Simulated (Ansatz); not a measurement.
# A computed series for CaB2C2: response to strain

The parent structure is CaB2C2 (space group I4/mcm, No. 140; a = 5.3454 Å, c = 7.3926 Å; a cell from a computed database, its experimental status unchecked).

Strains are applied to the cell and any free atomic positions relax.

Method: r2SCAN, PAW, 500 eV (Ansatz, a program for electronic structure; no spin-orbit coupling), earlier PAW set.

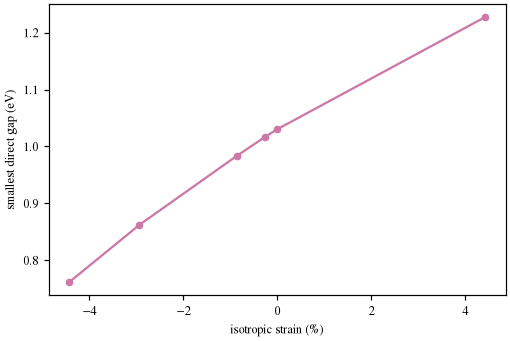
Smallest direct gap against isotropic strain

From the plot, what is the smallest direct gap for isotropic strain +4.42 %?

About 1.23 eV.

Is the trend monotonic over the range shown?

Yes, it rises throughout, spanning 0.76 eV to 1.23 eV.

Gaps are Kohn–Sham eigenvalue differences; semilocal functionals usually give less than the measured gap. No phonon test of stability was made.
